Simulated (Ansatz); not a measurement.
# KSrH3 (model cell, started as cubic perovskite with Sr in the octahedra): following an unstable mode, part 2 of 3

Aim: this structure of KSrH3 (model cell, started as cubic perovskite with Sr in the octahedra) is to be tested for unstable modes, and one is followed downhill.

Ansatz 0.2.0; DFT PBEsol, scalar-relativistic, plane waves, PAW; PAW set soft_1.

So far, highest frequency on the path or at a solved wavevector (cm⁻¹): step 2 (phonons on a q mesh) 1303. Also lowest frequency on the path (cm⁻¹): step 2 -354.

The structure was built from a prototype and need not be the compound's stable phase.

### Step 6. Relaxing from the distorted cell

Starting from the lowest point found, all atoms and the cell are let go, so that strain and other modes of the same symmetry can join in.

input.yaml

```yaml
crystal:
  lattice:
    - [4.7212170871, 4.7212170871, 0.0]
    - [4.7212170871, 0.0, 4.7212170871]
    - [4.7212170871, 0.0, -4.7212170871]
  atoms:
    - { symbol: K, position: [0.0, 0.5, 0.5] }
    - { symbol: K, position: [0.0, 0.0, 0.0] }
    - { symbol: Sr, position: [0.5, 0.25, 0.75] }
    - { symbol: Sr, position: [0.5, 0.75, 0.25] }
    - { symbol: H, position: [0.4101367167, 0.5, 0.5] }
    - { symbol: H, position: [0.5898632833, 0.0, 0.0] }
    - { symbol: H, position: [0.0, 0.0898632833, 0.5] }
    - { symbol: H, position: [0.0, 0.4101367167, 0.0] }
    - { symbol: H, position: [0.4101367167, 0.5898632833, 0.0] }
    - { symbol: H, position: [0.5898632833, -0.0898632833, 0.5] }
kpoints:
  mp_grid: { grid: [4, 4, 4] }
hamiltonian:
  xc: pbesol
  pseudopotentials: { kind: paw, azcp: { folder: soft_1 }, xc_functional: pbe }
scf:
  occupations: { method: fixed }
output:
  forces: true
  stress: true
  eigenvalues: true
relax:
  adjacent_minimum: "off"
  f_tol: 0.002
  max_steps: 120
  cell: { stress_tol: 0.03 }
```

Command:

```bash
ansatz run input.yaml --threads 4 --pin off --max-ram 16384MiB --backend cpu --events-out ev --progress --plain --runs-dir out
```

Numbers of over 12 decimals in the logs are rounded to 6 here.

Output:

```text
[...]
Crystal: 10 atoms, lattice volume = 210.471 Å³
Basis set: ecut = 420 eV, 4111 PW (Γ), exchange–correlation on 90×90×90 points (8 copies of the dense FFT grid, shifted against one another)
Bands: 32, of which v1, the nominal top of the filled ones, is band 22 counted from 1 (21 counted from 0)
Symmetry: 12 space group operations
[...]
k-points: 13 of 64
[...]
SCF iter   1: F=—  HF=-10115.585728 eV  |F-HF|=—  |Δ(HF+E_count)|=         —  Δρ=4.59e-2  dr2=5.93e0  ethr=3.10e-3  ⟨swp⟩=5.6  Hψ=1787  notcnv=0  defer=94
[...]
SCF iter   7: F=-10113.651836 eV  HF=-10113.651836 eV  |F-HF|=3.00e-8  |Δ(HF+E_count)|=   4.06e-7  Δρ=4.74e-6  dr2=4.10e-8  ethr=2.27e-10  ⟨swp⟩=18.9  Hψ=3604  notcnv=0
SCF 1 converged in 7 iterations: F = -10113.651836 eV  dr2 = 4.10e-8
[...]
relax step   1: F+E_penalty+E_count = -10113.65183617 eV  Δ(F+E_penalty+E_count) = +0.000e0 eV  max|allowed force component| = 4.921e-3 eV/Å  Δτ_max = 0.0000 Å  P = -0.727 GPa  Ω = 210.471 Å³  (7 SCF iters, dr2 threshold 1.00e-7 eV, accepted)
Crystal: 10 atoms, lattice volume = 202.326 Å³
Basis set: ecut = 420 eV, 3863 PW (Γ), exchange–correlation on 90×90×90 points (8 copies of the dense FFT grid, shifted against one another)
[...]
iter 1 solved again at ethr=2.85e-5 eV; its pass at ethr=3.10e-3 eV (dr2=1.25e-2 eV) is discarded
[...]
SCF iter   5: F=-10113.670597 eV  HF=-10113.670597 eV  |F-HF|=4.57e-8  |Δ(HF+E_count)|=   9.45e-7  Δρ=4.76e-6  dr2=2.96e-8  ethr=2.27e-9  ⟨swp⟩=14.0  Hψ=2922  notcnv=0
SCF 2 converged in 5 iterations: F = -10113.670597 eV  dr2 = 2.96e-8
relax step   2: F+E_penalty+E_count = -10113.67059666 eV  Δ(F+E_penalty+E_count) = -1.876e-2 eV  max|allowed force component| = 1.140e-2 eV/Å  Δτ_max = 0.0047 Å  P = +0.113 GPa  Ω = 202.326 Å³  energy of the carried Pulay correction = +1.923e-3 eV  (5 SCF iters, dr2 threshold 1.00e-6 eV, accepted)
Crystal: 10 atoms, lattice volume = 202.960 Å³
Basis set: ecut = 420 eV, 3935 PW (Γ), exchange–correlation on 90×90×90 points (8 copies of the dense FFT grid, shifted against one another)
[...]
SCF iter   6: F=-10113.671841 eV  HF=-10113.671841 eV  |F-HF|=7.37e-9  |Δ(HF+E_count)|=   3.36e-8  Δρ=2.36e-6  dr2=1.58e-8  ethr=1.43e-10  ⟨swp⟩=4.4  Hψ=1128  notcnv=0
SCF 3 converged in 6 iterations: F = -10113.671841 eV  dr2 = 1.58e-8
relax step   3: F+E_penalty+E_count = -10113.67184117 eV  Δ(F+E_penalty+E_count) = -1.245e-3 eV  max|allowed force component| = 3.923e-4 eV/Å  Δτ_max = 0.0169 Å  P = -0.003 GPa  Ω = 202.960 Å³  energy of the carried Pulay correction = +1.771e-3 eV  (6 SCF iters, dr2 threshold 6.31e-8 eV, accepted)
[...]
relax step   4: F+E_penalty+E_count = -10113.67027943 eV  Δ(F+E_penalty+E_count) = +1.562e-3 eV  max|allowed force component| = 4.459e-4 eV/Å  Δτ_max = 0.0000 Å  P = -0.010 GPa  Ω = 202.960 Å³  stress off target by 3.11e-2 GPa  SCF on the basis re-selected at this cell (its energy is not comparable with the rows above)  (6 SCF iters)
[...]
relax step   5: F+E_penalty+E_count = -10113.67034001 eV  Δ(F+E_penalty+E_count) = -6.058e-5 eV  max|allowed force component| = 1.983e-4 eV/Å  Δτ_max = 0.0015 Å  P = -0.000 GPa  Ω = 202.814 Å³  energy of the carried Pulay correction = +3.426e-5 eV  (5 SCF iters, dr2 threshold 2.41e-9 eV, accepted)
[...]
SCF iter   6: F=-10113.670289 eV  HF=-10113.670289 eV  |F-HF|=1.82e-11  |Δ(HF+E_count)|=  4.00e-11  Δρ=1.37e-7  dr2=3.15e-11  ethr=1.00e-12  ⟨swp⟩=17.4  Hψ=3224  notcnv=0
SCF 6 converged in 6 iterations: F = -10113.670289 eV  dr2 = 3.15e-11
relax step   6: F+E_penalty+E_count = -10113.67028891 eV  Δ(F+E_penalty+E_count) = +5.110e-5 eV  max|allowed force component| = 1.966e-4 eV/Å  Δτ_max = 0.0000 Å  P = -0.000 GPa  Ω = 202.814 Å³  stress off target by 4.30e-3 GPa  SCF on the basis re-selected at this cell (its energy is not comparable with the rows above)  (6 SCF iters)
[...]
SCF converged after 6 iterations
Free energy (F): -10113.670289 eV
[...]
Internal energy: -10113.670289 eV  (E = F + TS)
E sigma→0 (E₀):  -10113.670289 eV
Fermi energy:    2.036629 eV
[...]
--- Forces (eV/Å), atoms counted from 1 ---
  atom   1  K     -0.00000000     0.00000000     0.00000000
  atom   2  K      0.00000000    -0.00000000    -0.00000000
  atom   3  Sr     0.00000000    -0.00000000     0.00000000
  atom   4  Sr    -0.00000000    -0.00000000     0.00000000
  atom   5  H      0.00019658     0.00019658     0.00000000
  atom   6  H     -0.00019658    -0.00019658    -0.00000000
  atom   7  H     -0.00019658    -0.00000000    -0.00019658
  atom   8  H      0.00019658     0.00000000     0.00019658
  atom   9  H      0.00000000     0.00019658    -0.00019658
  atom  10  H     -0.00000000    -0.00019658     0.00019658
  max |Σ_I F_I| component: 8.13e-20 eV/Å
--- Stress (GPa, compression-positive) ---
       -0.000300       0.002001       0.002001
        0.002001      -0.000300      -0.002001
        0.002001      -0.002001      -0.000300
  P = ⅓ Tr σ = -0.0003 GPa (-0.003 kbar)
--- Band table (eV; the first three rows and the last of 13) ---
  k-point 0: bands = [... 18 lower, 1.1612, 1.9350, 1.9350, 2.0366, 5.4436, 5.4436, 5.4858, 8.0360, ... 6 higher]
  k-point 1: bands = [... 18 lower, 1.2723, 1.4707, 1.8164, 1.8164, 5.4293, 5.7068, 5.7068, 7.3236, ... 6 higher]
  k-point 2: bands = [... 18 lower, 1.5413, 1.5413, 1.5413, 1.5413, 5.9057, 5.9057, 6.4447, 6.4447, ... 6 higher]
  k-point 12: bands = [... 18 lower, 1.3186, 1.3186, 1.6635, 1.6635, 5.5708, 5.5708, 6.7792, 6.7792, ... 6 higher]
--- Relaxed structure (4 steps of the walk, 4 accepted, 2 SCFs on fresh bases) ---
  F+E_penalty+E_count = -10113.67028891 eV   max|allowed force component| = 1.966e-4 eV/Å   (the final SCF, on the basis selected at the relaxed cell)
  cell:  # Å, volume = 202.8143 Å³
    - [4.677738, 4.677738, 1.0408340855860843e-17]
    - [4.677738, 5.204170427930421e-18, 4.677738]
    - [4.648869, 0.028870, -4.648869]
  atoms:
    - { symbol: K, position: [3.9132922163148676e-19, 0.500000, 0.500000] }
    - { symbol: K, position: [0, 0, 0] }
    - { symbol: Sr, position: [0.5, 0.250000, 0.750000] }
    - { symbol: Sr, position: [0.500000, 0.75, 0.250000] }
    - { symbol: H, position: [0.406675, 0.500000, 0.500000] }
    - { symbol: H, position: [0.593325, 6.39466633694792e-19, -6.474584500992179e-19] }
    - { symbol: H, position: [-4.336808689942018e-19, 0.093325, 0.500000] }
    - { symbol: H, position: [2.168404344971009e-19, 0.406675, 0.0] }
    - { symbol: H, position: [0.406675, 0.593325, 0.0] }
    - { symbol: H, position: [0.593325, -0.093325, 0.500000] }
```

It took 10 s on 4 threads of Arm Neoverse V1, shared host; peak memory 0.56 GiB; 37 s of CPU time.

Step by step:

```csv
step,energy less that of the first step (eV),largest force component (eV/Å),pressure (GPa),volume (Å³)
1,0.0000,0.0049,-0.73,210.47
2,-0.0188,0.0114,0.11,202.33
3,-0.0200,0.0004,0.00,202.96
4*,-0.0184,0.0004,-0.01,202.96
5,-0.0185,0.0002,0.00,202.81
6*,-0.0185,0.0002,0.00,202.81
```

Relaxation steps marked * repeat the geometry before them on a plane-wave basis chosen anew for their cell, so energy and pressure can jump there.

Forces are held to the 12 operations that the run works with; a distortion that breaks them can't arise in this run.

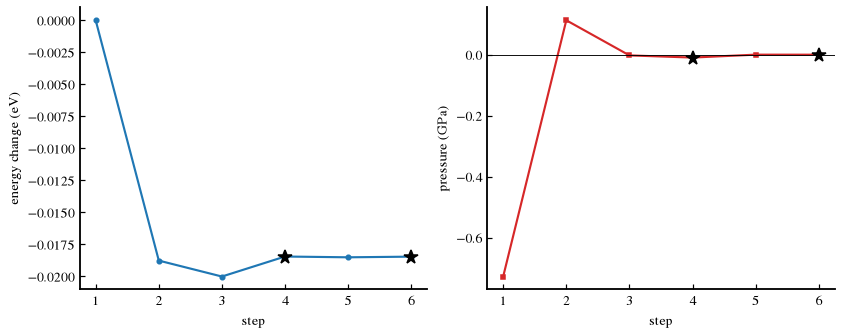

Energy and pressure along the relaxation. Stars mark steps on a basis chosen anew.

| conventional cell, symmetrised | before | after | change |
| --- | --- | --- | --- |
| a (Å) | 6.677 | 6.615 | -0.9 % |
| b (Å) | 6.677 | 6.615 | -0.9 % |
| c (Å) | 16.355 | 16.054 | -1.8 % |
| volume (Å³/atom) | 21.05 | 20.28 | -3.6 % |

The atoms that moved most (Å, as changes of fractional coordinates times the final cell):

| atom | dx | dy | dz | length |
| --- | --- | --- | --- | --- |
| H6 | 0.016 | 0.016 | 0.000 | 0.023 |
| H10 | 0.000 | 0.016 | -0.016 | 0.023 |
| H9 | 0.000 | -0.016 | 0.016 | 0.023 |
| H7 | 0.016 | 0.000 | 0.016 | 0.023 |
| H8 | -0.016 | 0.000 | -0.016 | 0.023 |
| H5 | -0.016 | -0.016 | 0.000 | 0.023 |

Numbers from this step:

| Item | Value |
| --- | --- |
| pressure | -3.00e-4 GPa |
| gap on the k-mesh | 2.752 eV |
| volume per atom | 20.28 Å³ |

The distorted start has space group R-3c; the relaxation ends in R-3c.

### Step 7. The new phase in its own primitive cell

The relaxed structure is symmetrised, reduced to its primitive cell and relaxed tightly, as its phonons need.

input.yaml

```yaml
crystal:
  lattice:
    - [3.3076604493, 1.9096786508, 5.3513834253]
    - [-3.3076604493, 1.9096786508, 5.3513834253]
    - [0.0, -3.8193573016, 5.3513834253]
  atoms:
    - { symbol: K, position: [0.25, 0.25, 0.25] }
    - { symbol: K, position: [0.75, 0.75, 0.75] }
    - { symbol: Sr, position: [0.5, 0.5, 0.5] }
    - { symbol: Sr, position: [0.0, 0.0, 0.0] }
    - { symbol: H, position: [0.6566753506, 0.25, 0.8433246494] }
    - { symbol: H, position: [0.3433246494, 0.75, 0.1566753506] }
    - { symbol: H, position: [0.8433246494, 0.6566753506, 0.25] }
    - { symbol: H, position: [0.1566753506, 0.3433246494, 0.75] }
    - { symbol: H, position: [0.75, 0.1566753506, 0.3433246494] }
    - { symbol: H, position: [0.25, 0.8433246494, 0.6566753506] }
kpoints:
  mp_grid: { grid: [6, 6, 6] }
hamiltonian:
  xc: pbesol
  pseudopotentials: { kind: paw, azcp: { folder: soft_1 }, xc_functional: pbe }
scf:
  occupations: { method: fixed }
output:
  forces: true
  stress: true
  eigenvalues: true
relax:
  adjacent_minimum: "off"
  f_tol: 0.001
  max_steps: 60
  cell: { stress_tol: 0.01 }
```

Output:

```text
[...]
Crystal: 10 atoms, lattice volume = 202.814 Å³
Basis set: ecut = 420 eV, 3911 PW (Γ), exchange–correlation on 90×90×90 points (8 copies of the dense FFT grid, shifted against one another)
Bands: 32, of which v1, the nominal top of the filled ones, is band 22 counted from 1 (21 counted from 0)
Symmetry: 12 space group operations
[...]
k-points: 32 of 216
[...]
- { symbol: Sr, position: [0.5, 0.5, 0.5] }
    - { symbol: Sr, position: [0.0, 0.0, 0.0] }
    - { symbol: H, position: [0.6566753506, 0.25, 0.8433246494] }
    - { symbol: H, position: [0.3433246494, 0.75, 0.156675] }
    - { symbol: H, position: [0.8433246494, 0.6566753506, 0.250000] }
    - { symbol: H, position: [0.156675, 0.3433246494, 0.75] }
    - { symbol: H, position: [0.75, 0.156675, 0.3433246494] }
    - { symbol: H, position: [0.250000, 0.8433246494, 0.6566753506] }
[key lines of the parts left out:]
SCF converged after 6 iterations
Free energy (F): -10113.670401 eV
Fermi energy:    2.036569 eV
P = ⅓ Tr σ = -0.0007 GPa (-0.007 kbar)
```

Run time: 7.7 s. Hardware: 4 threads; peak memory 0.61 GiB.

Little changed from the start: no atom moved by 0.005 Å and no cell edge by 0.1 %.

Numbers from this step:

```
pressure           : -6.88e-4 GPa
direct gap on mesh : 2.909 eV
```

The largest force component left is 0.31 meV/Å and the pressure is -0.001 GPa, within the tolerances set. The cell now holds 20.28 Å³/atom.

(Part 2 of 3 ends here.)

[Logs are printed without paths, hosts, clocks, repeated set-up lines and the standing remarks that a program may print on its own settings, such as how far it seeks lower states.]

[Hosts, paths, dates, database ids (printed as entryN), source tags and the programs' standing remarks are cut or masked in the printed files.]
